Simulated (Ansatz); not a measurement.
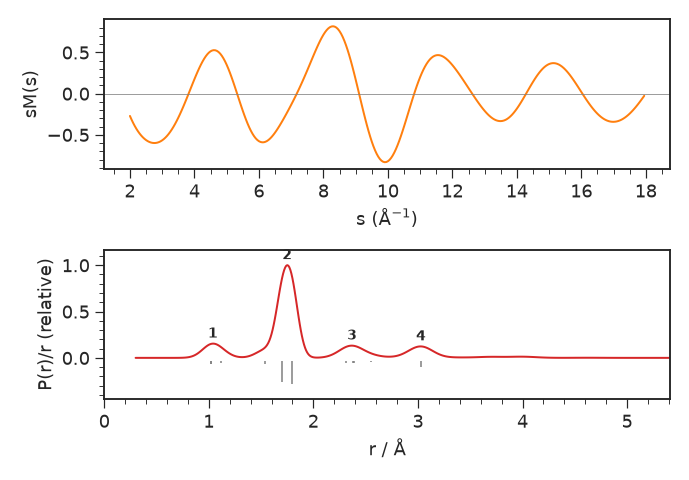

Simulated gas electron diffraction: reduced molecular intensity sM(s) from the Debye equation in the first Born approximation (top) and the radial distribution curve (bottom) of CH₄NSi (charge -1, ignored in the scattering factors). Each pair of atoms contributes with weight ZᵢZⱼ/r (bars below the curve); damping constant 0.001 Å²; vibrational amplitudes assumed, not computed: 0.05 Å for bonds, 0.078 Å for bonds to H, 0.06 + 0.015 r up to 0.15 Å for other pairs. The geometry is the end point of an optimisation (RKS PBE0-D4/def2-SVP (Ansatz)); it may be a saddle point or a higher isomer.

Q: Assign the numbered peaks of the radial distribution curve (– bonded, ··· not bonded).

A: Peak 1, 1.04 Å: N–H 1.02 Å (×2), C–H 1.11 Å, not resolved
Peak 2, 1.75 Å: Si–C 1.70 Å, Si–N 1.79 Å, not resolved
Peak 3, 2.37 Å: Si···H 2.31–2.39 Å (×3), N···H 2.55 Å, not resolved
Peak 4, 3.03 Å: C···H 2.99–3.05 Å (×2), N···C 3.03 Å, not resolved
